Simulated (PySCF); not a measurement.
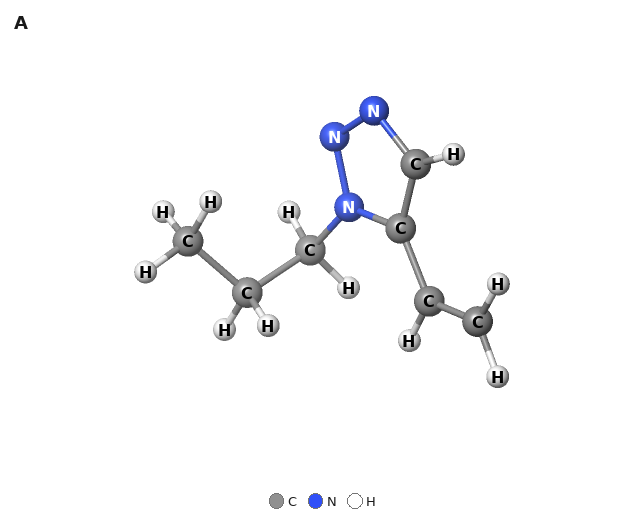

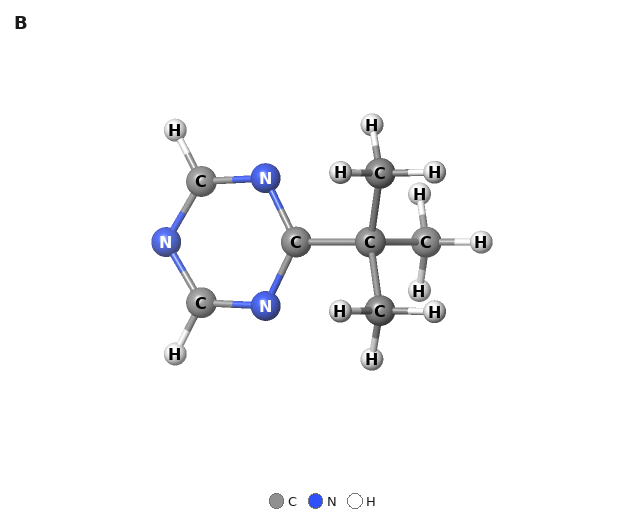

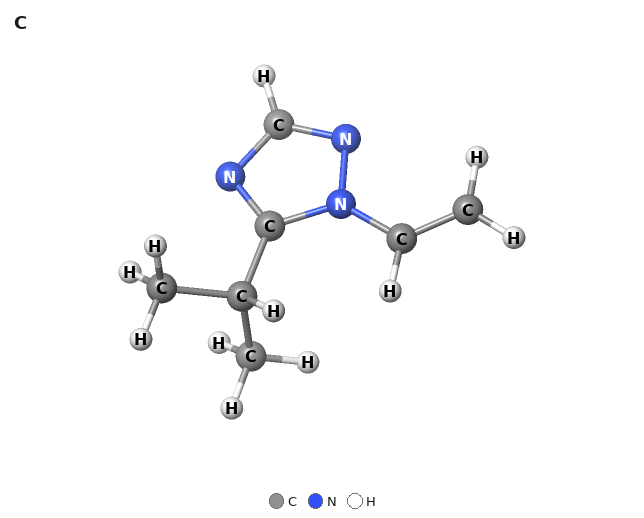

3 stationary structures of one formula. Geometries: GFN2-xTB. Electronic energies: PBE0/pcSseg-1 (PySCF 2.14.0), without zero-point energy. No frequency run is at hand to confirm each as a minimum. Each is one conformer, not always the lowest.

### Which is lowest in energy, and by how much?

B is lowest; C lies 0.800 eV above it, A lies 1.613 eV above it. A is `C=Cc1cnnn1CCC`, B is `CC(C)(C)c1ncncn1`, C is `C=Cn1ncnc1C(C)C`.
